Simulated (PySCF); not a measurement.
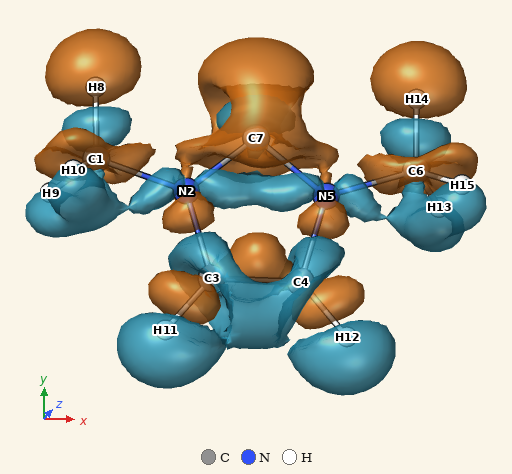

C₅H₈N₂, SMILES `CN1C=CN(C)[C]1`. Change of the electron density in a uniform field of 0.26 V/Å, surfaces at ±0.002 e/Å³ (light blue: gain, orange: loss).

Computed with PySCF, ωB97X/def2-SVP, geometry: GFN2-xTB. No frequency check shows the geometry to be a minimum. A basis without diffuse functions makes polarisabilities too small.

Coordinates in Å:

```
C1      -2.4289    0.5604    0.0008
N2      -1.0637    0.1235   -0.0007
C3      -0.6762   -1.1938   -0.0004
C4       0.6762   -1.1939    0.0004
N5       1.0637    0.1235    0.0007
C6       2.4289    0.5604   -0.0008
C7       0.0001    0.9657    0.0001
H8      -2.4364    1.6486   -0.0036
H9      -2.9536    0.1969   -0.8868
H10     -2.9530    0.1969    0.8887
H11     -1.3781   -2.0033   -0.0005
H12      1.3781   -2.0033    0.0005
H13      2.9530    0.1969   -0.8887
H14      2.4364    1.6486    0.0036
H15      2.9536    0.1969    0.8868
```

Q: Along which Cartesian direction does the field point?

A: Along +y: electrons gather on the −y side, against the field.

Q: How large is the response?

A: The induced dipole is 0.79 D (along the field); α along this axis, from the fields in both directions, is 62 bohr³ (9.2 Å³).

Q: Which atoms gain and lose the most charge?

A: Electrons gather most on H11 and H12 alike (Hirshfeld charge changes by −0.009 e) and leave C7 most (+0.018 e); 0.075 electrons are displaced in all.
